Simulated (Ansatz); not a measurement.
# Fields on a plane of ZnO (wurtzite)

```yaml
crystal:
  lattice:
    - [3.27991, 0.00000, 0.00000]
    - [-1.63996, 2.84049, 0.00000]
    - [0.00000, 0.00000, 5.29408]
  atoms:
    - { symbol: Zn, position: [0.66667, 0.33333, 0.00214] }
    - { symbol: Zn, position: [0.33333, 0.66667, 0.50214] }
    - { symbol: O, position: [0.66667, 0.33333, 0.62306] }
    - { symbol: O, position: [0.33333, 0.66667, 0.12306] }
```

The slice is a (0001) plane (indices of the conventional cell) through the point (0.333, 0.667, 0.123) (fractional), spanned by u = [110] and v = [1 -1 0] in vectors of this cell: u (3.28 Å) and v (5.68 Å, at 90° to u). It covers one period; positions are fractions (u, v).

Atoms on it: O at (0.00, 0.00); O at (0.50, 0.50). Other atoms lie within 1 Å of the plane.

The numbers are results of PBE (plane waves to 420 eV, PAW, scalar-relativistic; Ansatz, a program for electronic structure), not measurements. k mesh 12×12×6. These are valence fields of a PAW run, semicore shells included where kept as valence: close to a nucleus they are smooth pseudo fields. The PAW data are Ansatz's earlier set. ZnO was relaxed with its symmetry unable to fall.

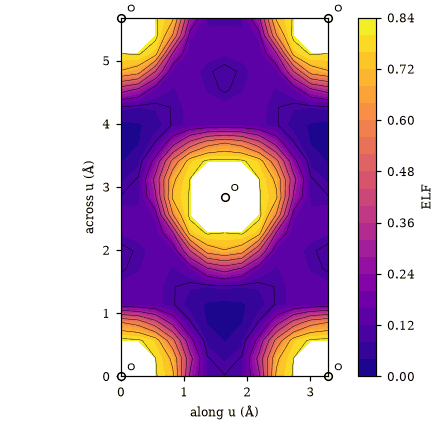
*Electron localisation function (ELF), one period of the plane, atoms marked. Points within 0.4 Å of a nucleus are left white, as the pseudised field means little there.*

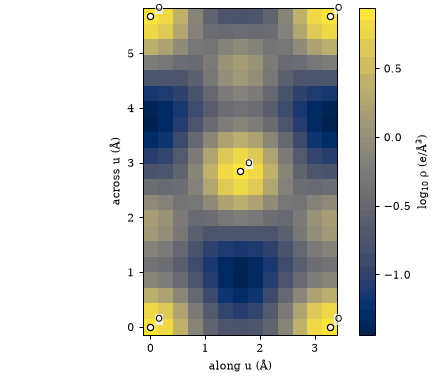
Figure: Log₁₀ of the valence density in e/Å³, one period of the plane, atoms marked. The scale is logarithmic, as a density can span decades between atoms and voids.
